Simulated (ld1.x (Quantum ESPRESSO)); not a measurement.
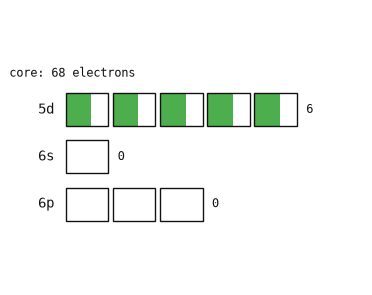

The valence shells of the reference configuration: a box for each of the 2l + 1 orbitals, shaded by the share of the shell that is filled, with the electron count at the right.

# Pseudopotential generation for Os (part 1 of 2)

- system: osmium (Os, Z = 76), core [Xe] 4f14, reference valence 5d6 6s0 6p0 (an ion of charge +2), valence charge 8.
- method: RRKJ potential, LDA (PZ), fully relativistic, made with ld1.x (Quantum ESPRESSO) 7.5

**Input file**
```
 &input
   title='Os', zed=76., rel=2, dft='PZ', iswitch=3,
   config='[Xe] 4f14 5d6 6s0 6p0', rel_dist='average',
   nld=5, rlderiv=2.75, eminld=-4.0, emaxld=5.0, deld=0.02
 /
 &inputp
   pseudotype=2, tm=.false., rho0=0.02, lloc=0,
   nlcc=.true.,
   file_pseudopw='Os.UPF', file_wfcaegen='ae.wfc', file_wfcncgen='nc.wfc', file_beta='beta', file_chi='chi'
 /
3
6P  2  1   0.00   0.00  2.25  2.25  0.0
5D  3  2   6.00   0.00  2.06  2.06  0.0
6S  1  0   0.00   0.00  2.55  2.55  0.0
 &test
   configts(1)='5d6 6s0 6p0'
 /
```

**Input of the test run**
```
 &input
   title='Os', zed=76., rel=2, dft='PZ', iswitch=2,
   config='[Xe] 4f14 5d6 6s0 6p0', rel_dist='average'
 /
 &test
   file_pseudo='Os.UPF', nconf=8,
   configts(1)='5d6 6s0 6p0',
   configts(2)='5d6 6s2 6p0',
   configts(3)='5d6 6s1 6p0',
   configts(4)='5d5 6s0 6p0',
   configts(5)='5d6 6s0 6p1',
   configts(6)='5d7 6s0 6p0',
   configts(7)='5d7 6s1 6p0',
   configts(8)='5d5 6s2 6p1'
 /
```

Hardware: 1 CPU thread, shared host.

Command:
```bash
ld1.x < Os.in > Os.out
```

**Log**
```
     Program LD1 v.7.5
     --------------------------- All-electron run ----------------------------

     Os
     dirac relativistic calculation

     atomic number is 76.00
     dft =PZ   lsd =0 sic =0 latt =0  beta=0.20 tr2=1.0E-14
     Exchange-correlation= PZ
                           (   1   1   0   0   0   0   0)
     mesh =1275 r(mesh) =  98.91557 a.u. xmin = -7.00 dx = 0.01250
     1 Ry =  13.60569312 eV, c = 137.03599908

     n l j   nl                  e(Ry)          e(Ha)          e(eV)
     Spin orbit split results
     1 0 0.5 1S 1( 2.00)     -5418.8085     -2709.4042    -73726.6452
     2 0 0.5 2S 1( 2.00)      -944.1911      -472.0956    -12846.3744
     2 1 0.5 2P 1( 2.00)      -904.2269      -452.1134    -12302.6333
     2 1 1.5 2P 1( 4.00)      -791.7906      -395.8953    -10772.8605
     3 0 0.5 3S 1( 2.00)      -220.6502      -110.3251     -3002.0995
     3 1 0.5 3P 1( 2.00)      -202.7550      -101.3775     -2758.6222
     3 1 1.5 3P 1( 4.00)      -178.2419       -89.1209     -2425.1040
     4 0 0.5 4S 1( 2.00)       -47.5141       -23.7570      -646.4617
     4 1 0.5 4P 1( 2.00)       -40.0102       -20.0051      -544.3658
     4 1 1.5 4P 1( 4.00)       -34.2340       -17.1170      -465.7780
     3 2 1.5 3D 1( 4.00)      -148.1981       -74.0991     -2016.3381
     3 2 2.5 3D 1( 6.00)      -142.8846       -71.4423     -1944.0439
     5 0 0.5 5S 1( 2.00)        -8.0013        -4.0006      -108.8630
     5 1 0.5 5P 1( 2.00)        -5.6791        -2.8395       -77.2680
     5 1 1.5 5P 1( 4.00)        -4.7699        -2.3849       -64.8975
     4 2 1.5 4D 1( 4.00)       -21.9067       -10.9534      -298.0565
     4 2 2.5 4D 1( 6.00)       -20.8369       -10.4185      -283.5005
     4 3 2.5 4F 1( 6.00)        -5.2163        -2.6082       -70.9720
     4 3 3.5 4F 1( 8.00)        -5.0098        -2.5049       -68.1621
     5 2 1.5 5D 1( 2.40)        -1.7579        -0.8789       -23.9170
     5 2 2.5 5D 1( 3.60)        -1.6732        -0.8366       -22.7655
     6 0 0.5 6S 1( 0.00)        -1.5562        -0.7781       -21.1733
     6 1 0.5 6P 1( 0.00)        -1.0975        -0.5487       -14.9321
     6 1 1.5 6P 1( 0.00)        -0.9976        -0.4988       -13.5725
     Averaged results
     1 0     1S 1( 2.00)     -5418.8085     -2709.4042    -73726.6452
     2 0     2S 1( 2.00)      -944.1911      -472.0956    -12846.3744
     2 1     2P 1( 6.00)      -829.2694      -414.6347    -11282.7847
     3 0     3S 1( 2.00)      -220.6502      -110.3251     -3002.0995
     3 1     3P 1( 6.00)      -186.4129       -93.2065     -2536.2767
     4 0     4S 1( 2.00)       -47.5141       -23.7570      -646.4617
     4 1     4P 1( 6.00)       -36.1594       -18.0797      -491.9739
     3 2     3D 1(10.00)      -145.0100       -72.5050     -1972.9616
     5 0     5S 1( 2.00)        -8.0013        -4.0006      -108.8630
     5 1     5P 1( 6.00)        -5.0730        -2.5365       -69.0210
     4 2     4D 1(10.00)       -21.2648       -10.6324      -289.3229
     4 3     4F 1(14.00)        -5.0983        -2.5492       -69.3663
     5 2     5D 1( 6.00)        -1.7071        -0.8535       -23.2261
     6 0     6S 1( 0.00)        -1.5562        -0.7781       -21.1733
     6 1     6P 1( 0.00)        -1.0309        -0.5154       -14.0257

     final scf error:  9.5E-16 reached in  29 iterations

     Etot =  -34541.806311 Ry,  -17270.903155 Ha, -469965.216577 eV

     Ekin =   39211.689154 Ry,   19605.844577 Ha,  533502.209466 eV
     Encl =  -86486.710720 Ry,  -43243.355360 Ha,-1176711.645274 eV
     Eh   =   13394.082939 Ry,    6697.041470 Ha,  182235.782135 eV
     Exc  =    -660.867684 Ry,    -330.433842 Ha,   -8991.562904 eV

     normalization and overlap integrals

     s(1S/1S) =  1.000000  <r> =   0.0177  <r2> =    0.0004  r(max) =   0.0110
     s(2S/2S) =  1.000000  <r> =   0.0743  <r2> =    0.0066  r(max) =   0.0636
     s(2P/2P) =  1.000000  <r> =   0.0613  <r2> =    0.0047  r(max) =   0.0477
     s(2P/2P) =  1.000000  <r> =   0.0695  <r2> =    0.0059  r(max) =   0.0540
     s(3S/3S) =  1.000000  <r> =   0.1935  <r2> =    0.0430  r(max) =   0.1794
     s(3P/3P) =  1.000000  <r> =   0.1836  <r2> =    0.0393  r(max) =   0.1685
     s(3P/3P) =  1.000000  <r> =   0.1987  <r2> =    0.0458  r(max) =   0.1816
     s(4S/4S) =  1.000000  <r> =   0.4319  <r2> =    0.2109  r(max) =   0.4042
     s(4P/4P) =  1.000000  <r> =   0.4358  <r2> =    0.2164  r(max) =   0.4042
     s(4P/4P) =  1.000000  <r> =   0.4697  <r2> =    0.2510  r(max) =   0.4357
     s(3D/3D) =  1.000000  <r> =   0.1735  <r2> =    0.0354  r(max) =   0.1432
     s(3D/3D) =  1.000000  <r> =   0.1781  <r2> =    0.0371  r(max) =   0.1469
     s(5S/5S) =  1.000000  <r> =   1.0061  <r2> =    1.1371  r(max) =   0.9110
     s(5P/5P) =  1.000000  <r> =   1.0982  <r2> =    1.3652  r(max) =   0.9697
     s(5P/5P) =  1.000000  <r> =   1.1990  <r2> =    1.6287  r(max) =   1.0584
     s(4D/4D) =  1.000000  <r> =   0.4827  <r2> =    0.2700  r(max) =   0.4303
     s(4D/4D) =  1.000000  <r> =   0.4941  <r2> =    0.2827  r(max) =   0.4412
     s(4F/4F) =  1.000000  <r> =   0.5525  <r2> =    0.3765  r(max) =   0.4042
     s(4F/4F) =  1.000000  <r> =   0.5607  <r2> =    0.3881  r(max) =   0.4093
     s(5D/5D) =  1.000000  <r> =   1.6676  <r2> =    3.2577  r(max) =   1.3255
     s(5D/5D) =  1.000000  <r> =   1.7237  <r2> =    3.4819  r(max) =   1.3761
     s(6S/6S) =  1.000000  <r> =   2.6075  <r2> =    7.6119  r(max) =   2.3263
     s(6P/6P) =  1.000000  <r> =   3.0921  <r2> =   10.7391  r(max) =   2.7367
     s(6P/6P) =  1.000000  <r> =   3.3328  <r2> =   12.4601  r(max) =   2.9499

     ------------------------ End of All-electron run ------------------------

     --------------------- Generating NC pseudopotential ---------------------

      Generating local pot.: lloc=0, matching radius rcloc =   2.5500

      Computing core charge for nlcc:

       r > 1.28 : true rho core
       r < 1.28 : rho core = a sin(br)/r    a=  12.03  b=   2.02

      Integrated core pseudo-charge :  10.79

     Fully relativistic calculation: |psi|^2

     Wfc 6P LC norm =  0.99994475 SC norm =  0.00005484 missing  0.00000040

     Wfc 6P LC norm =  0.99995110 SC norm =  0.00004324 missing  0.00000566

     Wfc 5D LC norm =  0.99981930 SC norm =  0.00018061 missing  0.00000009

     Wfc 5D LC norm =  0.99983099 SC norm =  0.00016698 missing  0.00000203

      Wfc   6P  rcut= 2.269  Estimated cut-off energy=       32.93 Ry
      This function has    0 nodes for 0 < r <    2.269

      Wfc   6P  rcut= 2.269  Estimated cut-off energy=       32.46 Ry
      This function has    0 nodes for 0 < r <    2.269

      Wfc   5D  rcut= 2.053  Estimated cut-off energy=       55.81 Ry
      This function has    0 nodes for 0 < r <    2.053

      Wfc   5D  rcut= 2.053  Estimated cut-off energy=       55.70 Ry
      This function has    0 nodes for 0 < r <    2.053

     ------------------- End of pseudopotential generation -------------------

     --------------------------- All-electron run ----------------------------

     Os
     dirac relativistic calculation

     atomic number is 76.00
     dft =PZ   lsd =0 sic =0 latt =0  beta=0.20 tr2=1.0E-14
     Exchange-correlation= PZ
                           (   1   1   0   0   0   0   0)
     mesh =1275 r(mesh) =  98.91557 a.u. xmin = -7.00 dx = 0.01250
     1 Ry =  13.60569312 eV, c = 137.03599908

     n l j   nl                  e(Ry)          e(Ha)          e(eV)
     Spin orbit split results
     1 0 0.5 1S 1( 2.00)     -5418.8085     -2709.4042    -73726.6452
     2 0 0.5 2S 1( 2.00)      -944.1911      -472.0956    -12846.3744
     2 1 0.5 2P 1( 2.00)      -904.2269      -452.1134    -12302.6333
     2 1 1.5 2P 1( 4.00)      -791.7906      -395.8953    -10772.8605
     3 0 0.5 3S 1( 2.00)      -220.6502      -110.3251     -3002.0995
     3 1 0.5 3P 1( 2.00)      -202.7550      -101.3775     -2758.6222
     3 1 1.5 3P 1( 4.00)      -178.2419       -89.1209     -2425.1040
     4 0 0.5 4S 1( 2.00)       -47.5141       -23.7570      -646.4617
     4 1 0.5 4P 1( 2.00)       -40.0102       -20.0051      -544.3658
     4 1 1.5 4P 1( 4.00)       -34.2340       -17.1170      -465.7780
     3 2 1.5 3D 1( 4.00)      -148.1981       -74.0991     -2016.3381
     3 2 2.5 3D 1( 6.00)      -142.8846       -71.4423     -1944.0439
     5 0 0.5 5S 1( 2.00)        -8.0013        -4.0006      -108.8630
     5 1 0.5 5P 1( 2.00)        -5.6791        -2.8395       -77.2680
     5 1 1.5 5P 1( 4.00)        -4.7699        -2.3849       -64.8975
     4 2 1.5 4D 1( 4.00)       -21.9067       -10.9534      -298.0565
     4 2 2.5 4D 1( 6.00)       -20.8369       -10.4185      -283.5005
     4 3 2.5 4F 1( 6.00)        -5.2163        -2.6082       -70.9720
     4 3 3.5 4F 1( 8.00)        -5.0098        -2.5049       -68.1621
     5 2 1.5 5D 1( 2.40)        -1.7579        -0.8789       -23.9170
     5 2 2.5 5D 1( 3.60)        -1.6732        -0.8366       -22.7655
     6 0 0.5 6S 1( 0.00)        -1.5562        -0.7781       -21.1733
     6 1 0.5 6P 1( 0.00)        -1.0975        -0.5487       -14.9321
     6 1 1.5 6P 1( 0.00)        -0.9976        -0.4988       -13.5725
     Averaged results
     1 0     1S 1( 2.00)     -5418.8085     -2709.4042    -73726.6452
     2 0     2S 1( 2.00)      -944.1911      -472.0956    -12846.3744
     2 1     2P 1( 6.00)      -829.2694      -414.6347    -11282.7847
     3 0     3S 1( 2.00)      -220.6502      -110.3251     -3002.0995
     3 1     3P 1( 6.00)      -186.4129       -93.2065     -2536.2767
     4 0     4S 1( 2.00)       -47.5141       -23.7570      -646.4617
     4 1     4P 1( 6.00)       -36.1594       -18.0797      -491.9739
     3 2     3D 1(10.00)      -145.0100       -72.5050     -1972.9616
     5 0     5S 1( 2.00)        -8.0013        -4.0006      -108.8630
     5 1     5P 1( 6.00)        -5.0730        -2.5365       -69.0210
     4 2     4D 1(10.00)       -21.2648       -10.6324      -289.3229
     4 3     4F 1(14.00)        -5.0983        -2.5492       -69.3663
     5 2     5D 1( 6.00)        -1.7071        -0.8535       -23.2261
     6 0     6S 1( 0.00)        -1.5562        -0.7781       -21.1733
     6 1     6P 1( 0.00)        -1.0309        -0.5154       -14.0257

     final scf error:  9.5E-16 reached in  29 iterations

     Etot =  -34541.806311 Ry,  -17270.903155 Ha, -469965.216577 eV

     Ekin =   39211.689154 Ry,   19605.844577 Ha,  533502.209466 eV
     Encl =  -86486.710720 Ry,  -43243.355360 Ha,-1176711.645274 eV
     Eh   =   13394.082939 Ry,    6697.041470 Ha,  182235.782135 eV
     Exc  =    -660.867684 Ry,    -330.433842 Ha,   -8991.562904 eV

     normalization and overlap integrals

     s(1S/1S) =  1.000000  <r> =   0.0177  <r2> =    0.0004  r(max) =   0.0110
     s(2S/2S) =  1.000000  <r> =   0.0743  <r2> =    0.0066  r(max) =   0.0636
     s(2P/2P) =  1.000000  <r> =   0.0613  <r2> =    0.0047  r(max) =   0.0477
     s(2P/2P) =  1.000000  <r> =   0.0695  <r2> =    0.0059  r(max) =   0.0540
     s(3S/3S) =  1.000000  <r> =   0.1935  <r2> =    0.0430  r(max) =   0.1794
     s(3P/3P) =  1.000000  <r> =   0.1836  <r2> =    0.0393  r(max) =   0.1685
     s(3P/3P) =  1.000000  <r> =   0.1987  <r2> =    0.0458  r(max) =   0.1816
     s(4S/4S) =  1.000000  <r> =   0.4319  <r2> =    0.2109  r(max) =   0.4042
     s(4P/4P) =  1.000000  <r> =   0.4358  <r2> =    0.2164  r(max) =   0.4042
     s(4P/4P) =  1.000000  <r> =   0.4697  <r2> =    0.2510  r(max) =   0.4357
     s(3D/3D) =  1.000000  <r> =   0.1735  <r2> =    0.0354  r(max) =   0.1432
     s(3D/3D) =  1.000000  <r> =   0.1781  <r2> =    0.0371  r(max) =   0.1469
     s(5S/5S) =  1.000000  <r> =   1.0061  <r2> =    1.1371  r(max) =   0.9110
     s(5P/5P) =  1.000000  <r> =   1.0982  <r2> =    1.3652  r(max) =   0.9697
     s(5P/5P) =  1.000000  <r> =   1.1990  <r2> =    1.6287  r(max) =   1.0584
     s(4D/4D) =  1.000000  <r> =   0.4827  <r2> =    0.2700  r(max) =   0.4303
     s(4D/4D) =  1.000000  <r> =   0.4941  <r2> =    0.2827  r(max) =   0.4412
     s(4F/4F) =  1.000000  <r> =   0.5525  <r2> =    0.3765  r(max) =   0.4042
     s(4F/4F) =  1.000000  <r> =   0.5607  <r2> =    0.3881  r(max) =   0.4093
     s(5D/5D) =  1.000000  <r> =   1.6676  <r2> =    3.2577  r(max) =   1.3255
     s(5D/5D) =  1.000000  <r> =   1.7237  <r2> =    3.4819  r(max) =   1.3761
     s(6S/6S) =  1.000000  <r> =   2.6075  <r2> =    7.6119  r(max) =   2.3263
     s(6P/6P) =  1.000000  <r> =   3.0921  <r2> =   10.7391  r(max) =   2.7367
     s(6P/6P) =  1.000000  <r> =   3.3328  <r2> =   12.4601  r(max) =   2.9499

     ------------------------ End of All-electron run ------------------------

     Computing logarithmic derivative in   2.75395
     Computing logarithmic derivative in   2.75395
     Computing the partial wave expansion
       no projector for channel:   0
     R is outside the sphere for l=    1 j= 0.50
     R is outside the sphere for l=    1 j= 1.50
     R is outside the sphere for l=    2 j= 1.50
     R is outside the sphere for l=    2 j= 2.50

     ---------------------- Testing the pseudopotential ----------------------

     Os
     dirac relativistic calculation

     atomic number is 76.00   valence charge is  8.00
     dft =PZ   lsd =0 sic =0 latt =0  beta=0.20 tr2=1.0E-14
     mesh =1275 r(mesh) =  98.91557 xmin = -7.00 dx = 0.01250

     n l  j  nl             e AE (Ry)       e PS (Ry)    De AE-PS (Ry)
     3 2 1.5 5D   1( 2.40)       -1.75786       -1.75786        0.00000
     3 2 2.5 5D   1( 3.60)       -1.67323       -1.67323        0.00000
     1 0 0.5 6S   1( 0.00)       -1.55621       -1.55621        0.00000
     2 1 0.5 6P   1( 0.00)       -1.09749       -1.09749       -0.00000
     2 1 1.5 6P   1( 0.00)       -0.99756       -0.99756        0.00000

     eps = 1.4E-15  iter =  7

     Etot =  -34541.806311 Ry,  -17270.903155 Ha, -469965.216577 eV
     Etotps =   -44.121474 Ry,     -22.060737 Ha,    -600.303235 eV

     Ekin =      24.927235 Ry,      12.463618 Ha,     339.152314 eV
     Encl =     -37.120679 Ry,     -18.560339 Ha,    -505.052566 eV
     Ehrt =      19.050747 Ry,       9.525374 Ha,     259.198620 eV
     Ecxc =     -23.001369 Ry,     -11.500684 Ha,    -312.949562 eV
     (Ecc =     -15.476715 Ry,      -7.738357 Ha,    -210.571434 eV)
     Epseu=     -27.977409 Ry,     -13.988704 Ha,    -380.652041 eV

     ---------------------- End of pseudopotential test ----------------------
```

**Output of the test run (extracts)**
```
     ---------------------- Testing the pseudopotential ----------------------

     Os
     dirac relativistic calculation

     atomic number is 76.00   valence charge is  8.00
     dft =PZ   lsd =0 sic =0 latt =0  beta=0.20 tr2=1.0E-14
     mesh =1275 r(mesh) =  98.91557 xmin = -7.00 dx = 0.01250

     n l  j  nl             e AE (Ry)       e PS (Ry)    De AE-PS (Ry)
     3 2 1.5 5D   1( 2.40)       -1.75786       -1.75786        0.00000
     3 2 2.5 5D   1( 3.60)       -1.67323       -1.67323        0.00000
     1 0 0.5 6S   1( 0.00)       -1.55621       -1.55621        0.00000
     2 1 0.5 6P   1( 0.00)       -1.09749       -1.09749       -0.00000
     2 1 1.5 6P   1( 0.00)       -0.99756       -0.99756        0.00000

     eps = 3.8E-15  iter =  9

     Etot =  -34541.806311 Ry,  -17270.903155 Ha, -469965.216576 eV
     Etotps =   -44.121473 Ry,     -22.060737 Ha,    -600.303228 eV

     Ekin =      24.927237 Ry,      12.463618 Ha,     339.152334 eV
     Encl =     -37.120679 Ry,     -18.560339 Ha,    -505.052566 eV
     Ehrt =      19.050748 Ry,       9.525374 Ha,     259.198627 eV
     Ecxc =     -23.001369 Ry,     -11.500684 Ha,    -312.949565 eV
     (Ecc =     -15.476715 Ry,      -7.738357 Ha,    -210.571434 eV)
     Epseu=     -27.977410 Ry,     -13.988705 Ha,    -380.652059 eV

     ---------------------- End of pseudopotential test ----------------------

     ---------------------- Testing the pseudopotential ----------------------

     Os
     dirac relativistic calculation

     atomic number is 76.00   valence charge is  8.00
     dft =PZ   lsd =0 sic =0 latt =0  beta=0.20 tr2=1.0E-14
     mesh =1275 r(mesh) =  98.91557 xmin = -7.00 dx = 0.01250

     n l  j  nl             e AE (Ry)       e PS (Ry)    De AE-PS (Ry)
     3 2 1.5 5D   1( 2.40)       -0.52293       -0.52492        0.00199
     3 2 2.5 5D   1( 3.60)       -0.44532       -0.44681        0.00150
     1 0 0.5 6S   1( 2.00)       -0.46979       -0.46831       -0.00147
     2 1 0.5 6P   1( 0.00)       -0.13578       -0.13545       -0.00034
     2 1 1.5 6P   1( 0.00)       -0.09200       -0.09247        0.00047

     eps = 6.2E-15  iter = 11

     Etot =  -34543.802091 Ry,  -17271.901046 Ha, -469992.370553 eV
     Etotps =   -46.115113 Ry,     -23.057556 Ha,    -627.428070 eV
     dEtot_ae =      -1.995780 Ry
     dEtot_ps =      -1.993639 Ry,   Delta E=      -0.002141 Ry

     Ekin =      23.876359 Ry,      11.938180 Ha,     324.854415 eV
     Encl =     -47.923926 Ry,     -23.961963 Ha,    -652.038226 eV
     Ehrt =      27.764542 Ry,      13.882271 Ha,     377.755843 eV
     Ecxc =     -23.878229 Ry,     -11.939115 Ha,    -324.879861 eV
     (Ecc =     -15.476715 Ry,      -7.738357 Ha,    -210.571434 eV)
     Epseu=     -25.953859 Ry,     -12.976930 Ha,    -353.120241 eV

     ---------------------- End of pseudopotential test ----------------------

     ---------------------- Testing the pseudopotential ----------------------

     Os
     dirac relativistic calculation

     atomic number is 76.00   valence charge is  8.00
     dft =PZ   lsd =0 sic =0 latt =0  beta=0.20 tr2=1.0E-14
     mesh =1275 r(mesh) =  98.91557 xmin = -7.00 dx = 0.01250

     n l  j  nl             e AE (Ry)       e PS (Ry)    De AE-PS (Ry)
     3 2 1.5 5D   1( 2.40)       -1.10763       -1.10799        0.00036
     3 2 2.5 5D   1( 3.60)       -1.02687       -1.02700        0.00013
     1 0 0.5 6S   1( 1.00)       -0.99033       -0.98910       -0.00123
     2 1 0.5 6P   1( 0.00)       -0.59061       -0.59001       -0.00060
     2 1 1.5 6P   1( 0.00)       -0.51787       -0.51782       -0.00005

     eps = 6.6E-15  iter = 11

     Etot =  -34543.076732 Ry,  -17271.538366 Ha, -469982.501542 eV
     Etotps =   -45.391152 Ry,     -22.695576 Ha,    -617.578084 eV
     dEtot_ae =      -1.270422 Ry
     dEtot_ps =      -1.269678 Ry,   Delta E=      -0.000743 Ry

     Ekin =      24.402566 Ry,      12.201283 Ha,     332.013826 eV
     Encl =     -42.808027 Ry,     -21.404014 Ha,    -582.432885 eV
     Ehrt =      23.360674 Ry,      11.680337 Ha,     317.838161 eV
     Ecxc =     -23.461254 Ry,     -11.730627 Ha,    -319.206628 eV
     (Ecc =     -15.476715 Ry,      -7.738357 Ha,    -210.571434 eV)
     Epseu=     -26.885110 Ry,     -13.442555 Ha,    -365.790558 eV

     ---------------------- End of pseudopotential test ----------------------

     ---------------------- Testing the pseudopotential ----------------------

     Os
     dirac relativistic calculation

     atomic number is 76.00   valence charge is  8.00
     dft =PZ   lsd =0 sic =0 latt =0  beta=0.20 tr2=1.0E-14
     mesh =1275 r(mesh) =  98.91557 xmin = -7.00 dx = 0.01250

     n l  j  nl             e AE (Ry)       e PS (Ry)    De AE-PS (Ry)
     3 2 1.5 5D   1( 2.00)       -2.64928       -2.67018        0.02090  !
     3 2 2.5 5D   1( 3.00)       -2.55503       -2.57479        0.01976  !
     1 0 0.5 6S   1( 0.00)       -2.26388       -2.26795        0.00407
     2 1 0.5 6P   1( 0.00)       -1.73192       -1.73369        0.00177
     2 1 1.5 6P   1( 0.00)       -1.59787       -1.60188        0.00401

     eps = 2.6E-15  iter =  7

     Etot =  -34539.663897 Ry,  -17269.831948 Ha, -469936.067551 eV
     Etotps =   -41.969865 Ry,     -20.984932 Ha,    -571.029102 eV
     dEtot_ae =       2.142414 Ry
     dEtot_ps =       2.151609 Ry,   Delta E=      -0.009195 Ry

     Ekin =      22.456385 Ry,      11.228193 Ha,     305.534684 eV
     Encl =     -30.907226 Ry,     -15.453613 Ha,    -420.514237 eV
     Ehrt =      13.915228 Ry,       6.957614 Ha,     189.326322 eV
     Ecxc =     -22.001885 Ry,     -11.000943 Ha,    -299.350902 eV
     (Ecc =     -15.476715 Ry,      -7.738357 Ha,    -210.571434 eV)
     Epseu=     -25.432366 Ry,     -12.716183 Ha,    -346.024968 eV

     ---------------------- End of pseudopotential test ----------------------
```

(Continued in part 2.) Outcome of the run: generated, with a ghost state.
